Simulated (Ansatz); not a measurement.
## A convergence test on ZnPS3 (C2/m): k mesh of the hybrid

How far can the k mesh of the hybrid be lowered for the gap of ZnPS3 (C2/m)?

Program: Ansatz 0.2.0. Level of theory: DFT, HSE06, plane waves, PAW. Results are calculated unless marked as measured.

### 1. Starting point

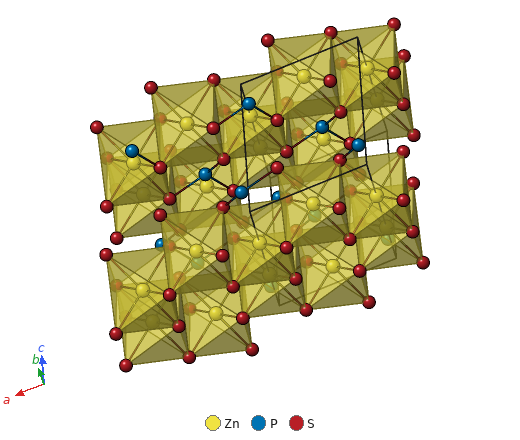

The starting structure, seen from a free direction (zinc yellow, phosphorus blue, sulfur red). 2×1×1 cells are drawn. This picture shows the conventional cell, with its axes. Some periodic images of atoms are drawn too.

The structure was relaxed with LDA. The runs that relaxed it are not among those shown. The default PAW set here is soft_2. Its files were made with PBE.

### 2. k mesh of the hybrid: 2×2×2

File input.yaml:

```yaml
crystal:
  lattice:
    - [2.9240690911, -5.068857761, 0.0003371582]
    - [2.9240690911, 5.068857761, 0.0003371582]
    - [-1.9310533625, 0.0, 6.3013118549]
  atoms:
    - { symbol: Zn, position: [0.6674069794, 0.3325930206, 0.0] }
    - { symbol: Zn, position: [0.3325930206, 0.6674069794, 0.0] }
    - { symbol: P, position: [0.9420055719, 0.9420055719, 0.8265363257] }
    - { symbol: P, position: [0.0579944281, 0.0579944281, 0.1734636743] }
    - { symbol: S, position: [0.5801601651, 0.9164309796, 0.7487702062] }
    - { symbol: S, position: [0.0835690204, 0.4198398349, 0.2512297938] }
    - { symbol: S, position: [0.7466137585, 0.7466137585, 0.2506205515] }
    - { symbol: S, position: [0.2533862415, 0.2533862415, 0.7493794485] }
    - { symbol: S, position: [0.4198398349, 0.0835690204, 0.2512297938] }
    - { symbol: S, position: [0.9164309796, 0.5801601651, 0.7487702062] }
kpoints:
  mp_grid: { grid: [2, 2, 2] }
  band_path:
    path:
      - [0.0, 0.0, 0.0]
      - [-0.5, 0.5, 0.0]
      - [-0.5, 0.5, 0.5]
      - [0.0, 0.0, 0.5]
      - [-0.5, 0.0, 0.5]
      - [-0.5, 0.0, 0.0]
      - [0.3333333333, 0.3333333333, -0.5]
      - [0.3333333333, 0.3333333333, 0.25]
    npoints: 1
hamiltonian:
  xc: hse06
scf:
  occupations: { method: fixed }
  n_extra_bands: 7
output:
  eigenvalues: true
```

Started as:

```console
ansatz run input.yaml --threads 4 --pin off --max-ram 18432MiB --backend cpu --events-out ev --progress --plain --runs-dir out
```

Numbers of over 12 decimals in the logs are rounded to 6 here.

The log of the run:

```text
scf.n_extra_bands = 7 over 35 filled bands (N_el = 70.0): the run solves 42 bands
exact exchange: scf.exx.singularity resolves to wigner_seitz, which cuts the screened interaction at the faces of the exchange supercell's Wigner-Seitz cell, so that each pair interacts once, at the shortest of its separations (the periodic images that this leaves out come, for a point-like exchange hole, to about 0.001 eV on a filled level). The cut falls within the interaction's reach, and what an exchange supercel [...]
Engine: ansatz 0.2.0, aarch64-unknown-linux-gnu
Pseudopotentials: kind: paw
Pseudopotential: Zn, paw, valence charge 12, recommended cutoff 420 eV (normal), Zn.paw.azcp
Pseudopotential: P, paw, valence charge 5, recommended cutoff 420 eV (normal), P.paw.azcp
Pseudopotential: S, paw, valence charge 6, recommended cutoff 420 eV (normal), S.paw.azcp
Functional definition: HSE06
  parameter a = 0.25
  parameter omega = 0.11/bohr
  exchange = pbe_x - a*pbe_x_sr(omega) + a*exact_x_sr(omega)
  correlation = pbe_c
davidson cushion auto → on  (no smearing: the cushion is to keep the highest requested band from converging to the state above it; pin scf.eigensolver.cushion to override)
Crystal: 10 atoms, lattice volume = 186.799 Å³
Basis set: ecut = 420 eV, 3641 PW (Γ)
Bands: 42, of which v1, the nominal top of the filled ones, is band 35 counted from 1 (34 counted from 0)
Symmetry: 4 space group operations
Space group: C2/m (ITA 12), of the structure as read, at distance tolerance 5.7e-5 Å
k-points: 6 of 8
Non-local potential: Zn, projectors of the file, l = 0: 2, l = 1: 2, l = 2: 3, l = 3: 1
Non-local potential: P, projectors of the file, l = 0: 2, l = 1: 2, l = 2: 2
Non-local potential: S, projectors of the file, l = 0: 2, l = 1: 2, l = 2: 2
PAW form: soft (Blöchl's): semilocal exchange-correlation on the pseudo side does not see the compensation charge
PAW frozen core: Zn, regenerated for the run's functional, and the local potential with it (the file was generated under x = pbe(κ = 0.804, μ = 0.219515), c = pbe(β = 0.066725))
PAW frozen core: P, regenerated for the run's functional, and the local potential with it (the file was generated under x = pbe(κ = 0.804, μ = 0.219515), c = pbe(β = 0.066725))
PAW frozen core: S, regenerated for the run's functional, and the local potential with it (the file was generated under x = pbe(κ = 0.804, μ = 0.219515), c = pbe(β = 0.066725))
PAW one-centre angular grid: Zn, 590 points (default); XC on 64 Gauss nodes
PAW one-centre angular grid: P, 110 points (default); XC on 64 Gauss nodes
PAW one-centre angular grid: S, 110 points (default); XC on 64 Gauss nodes
Initial density: superposition of atomic densities (neutral atoms: chi_scale 0, normalization atom), corrected by the library's trained network
Initial wavefunctions: pseudopotential atomic-orbital guess
Functional: x = pbe(κ = 0.804, μ = 0.219515), c = pbe(β = 0.066725), warm-up for x = pbe(κ = 0.804, μ = 0.219515) + 0.25 (exact − pbe) at short range (hse, ω = 0.207870 Å⁻¹), c = pbe(β = 0.066725); HSE06 as pw.x's `hse` composes it (authors' and Libxc's form: `xc: wpbeh`)
SCF iter   1: F=—  HF=-13565.367947 eV  |F-HF|=—  |Δ(HF+E_count)|=         —  Δρ=2.55e-3  dr2=1.83e-2  ethr=1.77e-3  ⟨swp⟩=8.5  Hψ=1302  notcnv=0
preconditioner: auto → none  [insulator: Δε(μ)=2.356 eV  Ē_g=9.679 eV  n_scr=38 (ndim 8)  ℏωp=22.7 eV  f_vac=0.015]
SCF iter   2: F=—  HF=-13565.369304 eV  |F-HF|=—  |Δ(HF+E_count)|=   1.36e-3  Δρ=1.83e-3  dr2=1.59e-2  ethr=2.61e-5  ⟨swp⟩=4.7  Hψ=885  notcnv=0  defer=1
iter 3 solved again at ethr=1.07e-6 eV; its pass at ethr=2.27e-5 eV (dr2=7.49e-4 eV) is discarded
SCF iter   3: F=—  HF=-13565.365809 eV  |F-HF|=—  |Δ(HF+E_count)|=   3.49e-3  Δρ=8.25e-4  dr2=7.25e-4  ethr=1.07e-6  ⟨swp⟩=3.2  Hψ=1253  notcnv=0  defer=1
SCF iter   4: F=-13565.366230 eV  HF=-13565.366378 eV  |F-HF|=1.48e-4  |Δ(HF+E_count)|=   5.69e-4  Δρ=3.21e-4  dr2=1.29e-4  ethr=1.04e-6  ⟨swp⟩=3.0  Hψ=750  notcnv=0
[...]
Frozen-core exchange: fock
SCF iter   1: F=—  HF=-13569.971782 eV  |F-HF|=—  |Δ(HF+E_count)|=         —  Δρ=1.46e-2  dr2=2.38e-1  ethr=1.84e-6  ⟨swp⟩=7.7  Hψ=1537  notcnv=0
preconditioner: auto → none  [insulator: Δε(μ)=3.550 eV  Ē_g=11.811 eV  n_scr=38 (ndim 8)  ℏωp=22.7 eV  f_vac=0.015]
SCF iter   2: F=—  HF=-13569.908069 eV  |F-HF|=—  |Δ(HF+E_count)|=   6.37e-2  Δρ=2.82e-3  dr2=3.60e-2  ethr=1.84e-6  ⟨swp⟩=5.5  Hψ=1196  notcnv=0
SCF iter   3: F=—  HF=-13569.927190 eV  |F-HF|=—  |Δ(HF+E_count)|=   1.91e-2  Δρ=3.49e-3  dr2=1.16e-2  ethr=1.84e-6  ⟨swp⟩=5.0  Hψ=1073  notcnv=0
SCF iter   4: F=—  HF=-13569.925543 eV  |F-HF|=—  |Δ(HF+E_count)|=   1.65e-3  Δρ=1.55e-3  dr2=2.31e-3  ethr=1.84e-6  ⟨swp⟩=3.0  Hψ=710  notcnv=0
SCF iter   5: F=—  HF=-13569.928916 eV  |F-HF|=—  |Δ(HF+E_count)|=   3.37e-3  Δρ=7.27e-4  dr2=8.98e-4  ethr=1.84e-6  ⟨swp⟩=4.0  Hψ=728  notcnv=0
SCF iter   6: F=—  HF=-13569.928612 eV  |F-HF|=—  |Δ(HF+E_count)|=   3.04e-4  Δρ=1.19e-4  dr2=1.42e-4  ethr=1.23e-6  ⟨swp⟩=3.0  Hψ=737  notcnv=0
SCF iter   7: F=-13569.928581 eV  HF=-13569.928582 eV  |F-HF|=1.44e-6  |Δ(HF+E_count)|=   2.93e-5  Δρ=2.84e-5  dr2=5.74e-6  ethr=1.51e-7  ⟨swp⟩=3.0  Hψ=670  notcnv=0
SCF 2 stopped early in 7 iterations: F = -13569.928581 eV  dr2 = 5.74e-6
  greatest PAW one-centre occupation: 0.990 electrons in one spin orbital (limit 2), on the Zn atom at site 0 (counted from 0), in its partial waves of l = 2
hybrid outer 1: dexx = +4.450e-2 eV, tail = 9.74e-5 eV
Exchange kernel: α = 0.2500, screened, ω = 0.2079 Å⁻¹, Wigner–Seitz truncation, v(0) = 967.3001 eV·Å³, q-mesh 2×2×2, nearest image of the exchange supercell L = 11.70 Å, pair-density grid 25×25×27, without the augmentation charges, whose exchange is taken in its separable form by FFT convolution over the k-point mesh (sized by the pseudopotential files, 36×36×45 at the most), smooth part of the exact exchange by density-matrix convolution
Frozen-core exchange: fock
SCF iter   1: F=—  HF=-13569.927143 eV  |F-HF|=—  |Δ(HF+E_count)|=         —  Δρ=7.04e-5  dr2=6.90e-6  ethr=6.96e-7  ⟨swp⟩=3.0  Hψ=610  notcnv=0
preconditioner: auto → none  [insulator: Δε(μ)=3.560 eV  Ē_g=11.659 eV  n_scr=38 (ndim 8)  ℏωp=22.7 eV  f_vac=0.016]
iter 2 solved again at ethr=7.63e-10 eV; its pass at ethr=8.40e-9 eV (dr2=5.34e-7 eV) is discarded
SCF iter   2: F=—  HF=-13569.927142 eV  |F-HF|=—  |Δ(HF+E_count)|=   9.34e-7  Δρ=2.00e-5  dr2=8.96e-7  ethr=7.63e-10  ⟨swp⟩=2.2  Hψ=1370  notcnv=0
SCF iter   3: F=—  HF=-13569.927144 eV  |F-HF|=—  |Δ(HF+E_count)|=   2.75e-6  Δρ=1.71e-5  dr2=4.86e-7  ethr=7.63e-10  ⟨swp⟩=5.0  Hψ=865  notcnv=0
SCF iter   4: F=-13569.927144 eV  HF=-13569.927144 eV  |F-HF|=1.05e-8  |Δ(HF+E_count)|=   1.38e-7  Δρ=3.76e-6  dr2=3.21e-8  ethr=6.65e-10  ⟨swp⟩=3.0  Hψ=580  notcnv=0
SCF 3 converged in 4 iterations: F = -13569.927144 eV  dr2 = 3.21e-8
[...]
hybrid outer 2: dexx = +2.996e-6 eV, tail = 1.04e-7 eV, Δε = 2.99e-3 eV (about 1.16e-4 eV left of the loop's levels)
NSCF: frozen V_eff on 8 k-points
hybrid SCF converged: 2 outer / 11 inner (+4 warm-up), last move |dexx| = 3.00e-6 eV, tail = 1.04e-7 eV
Stability not checked: this state was not tested for a lower state beside it, because the functional holds exact exchange (a hybrid, or Hartree-Fock), whose exchange loop this test does not read (fock_operator; see scf.lower_state_search)
Free energy (F): -13569.927144 eV
Frozen-core exchange: fock
Harris-Foulkes:  -13569.927144 eV  (|F-HF|=1.05e-8)
Internal energy: -13569.927144 eV  (E = F + TS)
E sigma→0 (E₀):  -13569.927144 eV
Fermi energy:    5.673470 eV
--- Per-component energies (eV) ---
  E_band       = -79.120749
  E_kinetic    = 1053.702433
  E_local      = -5441.094367  (includes V_loc(G=0)·N_el)
  E_nonlocal   = 1479.078276
  E_hartree    = 2279.482838
  E_xc         = -788.018354
  E_vxc        = -606.688157  (∫ρ·V_xc dr)
  E_exx        = -168.766379  (= α·E_x^exact, valence–valence)
  E_paw        = -8438.864022  (= ΣΔE_a)
  E_vpaw       = -785.552643  (= ΣTr[D̂ρ^β])
  E_aug_tail   = -0.000725  (compensation charges beyond the density's cutoff)
  E_ewald      = -3546.016783
  E_core_change = 0.569939  (= ΣΔE_core)
  E_smearing   = -0.000000  (= −TS)
  E_closure    = -0.000000  (closes the sum)
  Σ components = -13569.927144   (vs F -13569.927144, Δ=0.00e0)
--- Band table (eV; the first three rows and the last of 6) ---
  k-point 0: bands = [... 31 lower, 4.8333, 4.9107, 5.3243, 5.3694, 9.2334, 10.3284, 10.3517, 10.6044, ... 3 higher]
  k-point 1: bands = [... 31 lower, 4.7607, 4.8239, 5.3975, 5.4616, 9.6508, 10.2438, 10.5319, 10.6973, ... 3 higher]
  k-point 2: bands = [... 31 lower, 4.5456, 4.6318, 5.1137, 5.4903, 9.7374, 9.9363, 10.2135, 10.3785, ... 3 higher]
  k-point 5: bands = [... 31 lower, 3.9082, 4.7499, 5.2792, 5.3041, 9.7944, 9.9460, 10.3262, 10.4858, ... 3 higher]
```

Elapsed: 41 s, on 4 threads of Arm Neoverse V1, shared host; peak memory 1.5 GiB; 2.5 min of CPU time.

Numbers from this step:

* gap: 3.385 eV
* valence top at: k = (0.333, 0.333, -0.500)
* conduction bottom at: Γ
* least direct gap: 3.421 eV
* exact-exchange fraction: 0.25

The gap is indirect, with the least direct gap 0.04 eV higher.

### 3. k mesh of the hybrid: 4×4×4

Changes to input.yaml since step 2:

```diff
@@ -17,3 +17,3 @@
 kpoints:
-  mp_grid: { grid: [2, 2, 2] }
+  mp_grid: { grid: [4, 4, 4] }
   band_path:
```

The log of the run:

```text
[...]
Crystal: 10 atoms, lattice volume = 186.799 Å³
Basis set: ecut = 420 eV, 3641 PW (Γ)
Bands: 42, of which v1, the nominal top of the filled ones, is band 35 counted from 1 (34 counted from 0)
[... 1 set-up line as in the run before ...]
[...]
k-points: 24 of 64
[...]
SCF iter   1: F=—  HF=-13565.518603 eV  |F-HF|=—  |Δ(HF+E_count)|=         —  Δρ=1.89e-3  dr2=9.13e-3  ethr=1.77e-3  ⟨swp⟩=8.4  Hψ=5251  notcnv=0
[...]
Fermi energy:    5.674990 eV
[...]
--- Band table (eV; the first three rows and the last of 24) ---
  k-point 0: bands = [... 31 lower, 4.8340, 4.9124, 5.3250, 5.3696, 9.2152, 10.3074, 10.3503, 10.6082, ... 3 higher]
  k-point 1: bands = [... 31 lower, 4.8244, 4.8283, 5.3807, 5.3976, 9.4484, 10.3774, 10.6254, 10.6368, ... 3 higher]
  k-point 2: bands = [... 31 lower, 4.7615, 4.8245, 5.3969, 5.4622, 9.6326, 10.2425, 10.5162, 10.6950, ... 3 higher]
  k-point 23: bands = [... 31 lower, 3.9043, 4.7525, 5.2772, 5.3069, 9.7863, 9.9445, 10.3206, 10.4834, ... 3 higher]
[key lines of the parts left out:]
Free energy (F): -13570.055632 eV
```

It took 3.2 min on 4 threads; peak memory 5.5 GiB; 12 min of CPU time.

Numbers from this step:

- gap: 3.364 eV
- valence top at: k = (0.333, 0.333, -0.500)
- conduction bottom at: Γ
- least direct gap: 3.425 eV

The gap is 3.364 eV, −0.021 eV from the run before at this level.

### 4. The series

Differences are against the last row; a negative gap means that bands overlap, and a run with a band path holds that path's time. Times are wall times on 4 threads of Arm Neoverse V1, shared host, good to a factor of about two.

```csv
k mesh of the hybrid,gap (eV),direct gap (eV),gap error (eV),energy error (meV/atom),irreducible k,time
2×2×2,3.385,3.421,+0.021,+12.8,6,41 s
4×4×4,3.364,3.425,+0.000,+0.0,24,3.2 min
```

### 5. Outcome

| Item | Value |
| --- | --- |
| 2×2×2 | 3.385 eV |
| 4×4×4 | 3.364 eV |

In words: The gap holds to 0.02 eV from 4×4×4 on, the last run itself, so the series does not show convergence. At 2×2×2 the gap is off by +0.021 eV and the energy by +13 meV/atom. The gap is read over the mesh and added points near the edges, so meshes differ mainly through the density and, for a hybrid, the exchange operator.

[Paths, hosts, dates, memory and timing lines, banners, echoed tables and standing remarks are left out of the program output.]

[Logs are printed without paths, hosts, clocks, repeated set-up lines and the standing remarks that a program may print on its own settings, such as how far it seeks lower states.]

[Runs of the session that timed out or met a known fault of the program may be left out.]

[Cells called generated may have been cut or substituted from an entry of the Crystallography Open Database or the Materials Project.]

[Hosts, paths, dates, database ids (printed as entryN), source tags and the programs' standing remarks are cut or masked in the printed files.]
